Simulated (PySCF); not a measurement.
C$_{4}$H$_{13}$N$_{2}$PSi$_{2}$

```json
{"atom": "C", "x (Å)": "-4.3182", "y (Å)": "0.5627", "z (Å)": "-0.8598"}
{"atom": "C", "x (Å)": "-2.9791", "y (Å)": "0.3777", "z (Å)": "-0.3451"}
{"atom": "C", "x (Å)": "-1.8619", "y (Å)": "0.2054", "z (Å)": "0.0778"}
{"atom": "Si", "x (Å)": "-0.1154", "y (Å)": "0.0264", "z (Å)": "0.7083"}
{"atom": "N", "x (Å)": "-0.0216", "y (Å)": "-0.7459", "z (Å)": "2.2571"}
{"atom": "P", "x (Å)": "0.6359", "y (Å)": "2.1095", "z (Å)": "1.2056"}
{"atom": "Si", "x (Å)": "1.0967", "y (Å)": "-1.2345", "z (Å)": "-0.8081"}
{"atom": "N", "x (Å)": "2.5436", "y (Å)": "-0.3917", "z (Å)": "-1.2006"}
{"atom": "C", "x (Å)": "3.4507", "y (Å)": "0.1554", "z (Å)": "-0.2196"}
{"atom": "H", "x (Å)": "-4.7547", "y (Å)": "1.4745", "z (Å)": "-0.4523"}
{"atom": "H", "x (Å)": "-4.9448", "y (Å)": "-0.2846", "z (Å)": "-0.5819"}
{"atom": "H", "x (Å)": "-4.2889", "y (Å)": "0.6400", "z (Å)": "-1.9466"}
{"atom": "H", "x (Å)": "-0.3008", "y (Å)": "-1.7093", "z (Å)": "2.3421"}
{"atom": "H", "x (Å)": "-0.2879", "y (Å)": "-0.2361", "z (Å)": "3.0849"}
{"atom": "H", "x (Å)": "-0.6106", "y (Å)": "2.7049", "z (Å)": "1.1527"}
{"atom": "H", "x (Å)": "0.9003", "y (Å)": "2.4304", "z (Å)": "-0.1124"}
{"atom": "H", "x (Å)": "0.4632", "y (Å)": "-1.3996", "z (Å)": "-2.1201"}
{"atom": "H", "x (Å)": "1.2938", "y (Å)": "-2.6027", "z (Å)": "-0.2790"}
{"atom": "H", "x (Å)": "3.0343", "y (Å)": "-0.6739", "z (Å)": "-2.0363"}
{"atom": "H", "x (Å)": "4.1590", "y (Å)": "-0.5887", "z (Å)": "0.1624"}
{"atom": "H", "x (Å)": "2.8766", "y (Å)": "0.5413", "z (Å)": "0.6234"}
{"atom": "H", "x (Å)": "4.0195", "y (Å)": "0.9809", "z (Å)": "-0.6534"}
```

Geometry: GFN2-xTB.

Level of theory: PBE0/pcSseg-1, SCF density, gas phase, non-relativistic (PySCF 2.14.0).

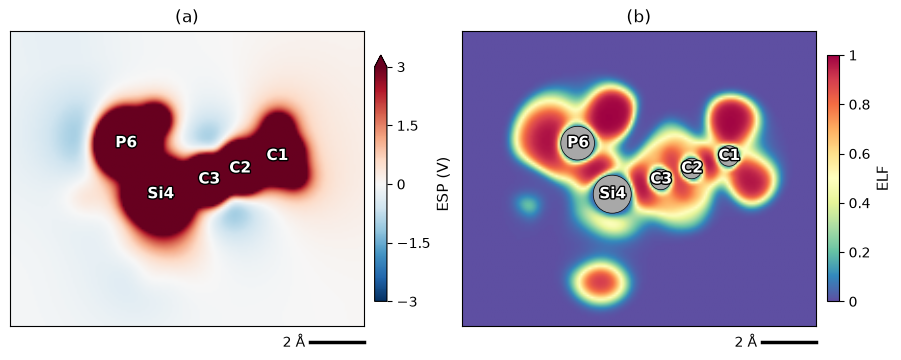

Figure 1. (a) molecular electrostatic potential; (b) electron localisation function on the plane of atoms C3, Si4 and P6. Grey discs cover the atomic cores in the ELF map.

Interpret the plot.

The plane passes through C, Si and P nuclei.
C–C (1.21 Å): the ELF peaks at about 0.85 between the atoms: a multiple bond.
C–Si (1.87 Å): the ELF peaks at about 0.95 between the atoms, as expected for a covalent bond.
Si–P (2.27 Å): the ELF peaks at about 0.95 between the atoms: a covalent bond.
The ELF also peaks beside P6, away from the bonds: lone-pair regions.
Outside the dense part of the molecule the potential is most negative (−1.0 V) near C3.

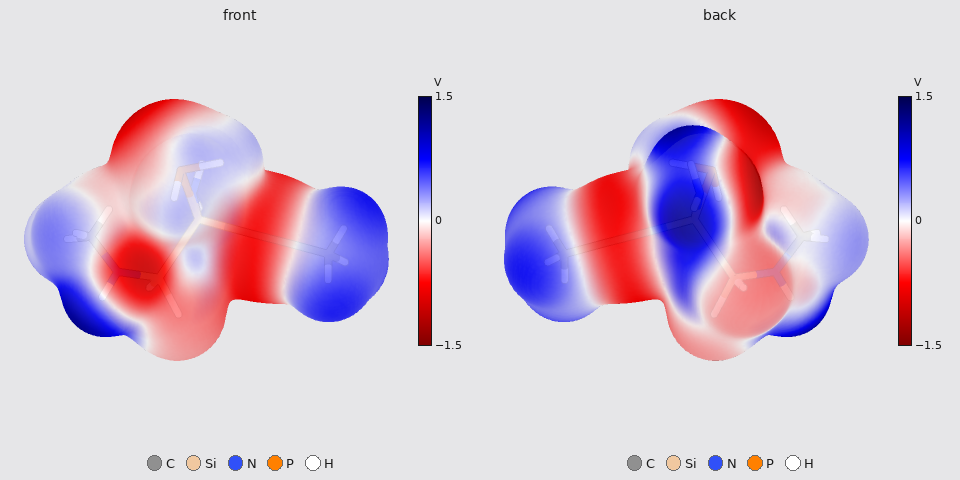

Figure 2. The electrostatic potential painted on the density surface at 0.001 e/bohr³, seen from the front and from behind; the colour scale runs from red (negative) to blue (positive).

Describe the electrostatic potential map.

The most negative region (about −1.2 V, or −28 kcal/mol for a unit charge) lies over N5, the most positive (about +1.2 V, or +28 kcal/mol for a unit charge) over H13, H14 and H19. N5 is the likeliest acceptor of a hydrogen bond.

How polar is the molecule by this calculation?

Its dipole moment is 1.51 D.
